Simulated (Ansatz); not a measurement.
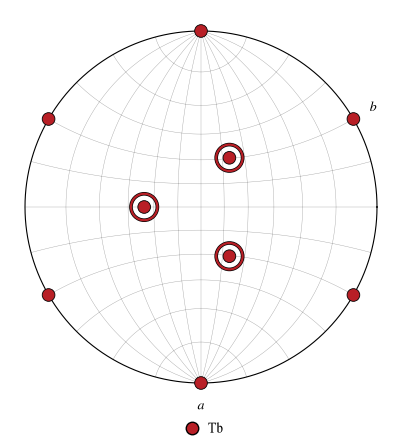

For Tb, the input geometry of an electronic-structure calculation (not necessarily at equilibrium); the starting structure was generated, so it need not be a known form of this composition: directions from one terbium atom at (1/3, 2/3, 1/4) to its bonded neighbours, in stereographic projection down c (filled: above the plane of the page or in it, open: below). Symmetry computed with spglib at a tolerance of 0.002 Å; standard conventional cell.

Neighbours are counted up to 4.02 Å for Tb.

```
CELL_PARAMETERS angstrom
3.63213 0.00000 0.00000
-1.81606 3.14552 0.00000
0.00000 0.00000 11.63885
ATOMIC_POSITIONS crystal
Tb 0.00000 0.00000 0.00000
Tb 0.00000 0.00000 0.50000
Tb 0.33333 0.66667 0.25000
Tb 0.66667 0.33333 0.75000
```

**How many neighbours are there, and at what angles?**

12: 6 Tb at 3.59 Å, 6 Tb at 3.63 Å. Angles between bonds: 60° (18×), 61° (6×), 90° (12×), 108° (3×), 120° (18×), 146° (6×), 180° (3×).

**What is the site's symmetry in the crystal?**

Point group -6m2 (D3h), order 12: one −6 axis, three twofold axes, four mirror planes. In P6_3/mmc, No. 194 this is Wyckoff position 2c.
